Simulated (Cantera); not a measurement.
Feed: 1 mol Si, 0.0014 mol O₂, 4 mol H₂, at 975 °C.

Cantera equilibrium calculation (NASA polynomials, part measured and part estimated; ideal gas, pure solids and liquids). Candidate condensed phases: H₂O, Si, SiO₂; 18 gas species. Mutual solubility and eutectic melting of coexisting phases are not modelled. The tables hold silica as quartz up to 1696 K and as liquid above; real silica turns to tridymite and cristobalite and melts near 1996 K. Equilibrium is a limit: real reactors are often held back by kinetics, nucleation or transport.

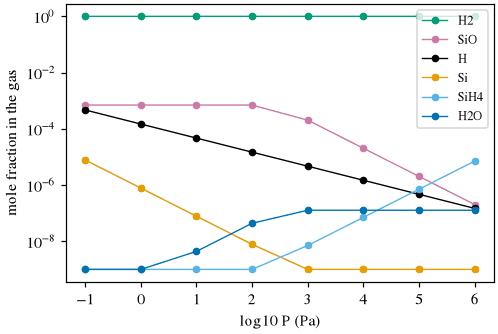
Figure. Equilibrium gas composition (values under 1e-9 drawn at 1e-9)

From 0.000750 Torr to 0.750 Torr the condensed part is Si(s). From 7.50 Torr to 7500 Torr the condensed part is Si(s) + SiO₂(β-quartz). The main Si-bearing gas is SiO at 0.000750 Torr and SiH₄ at 7500 Torr.
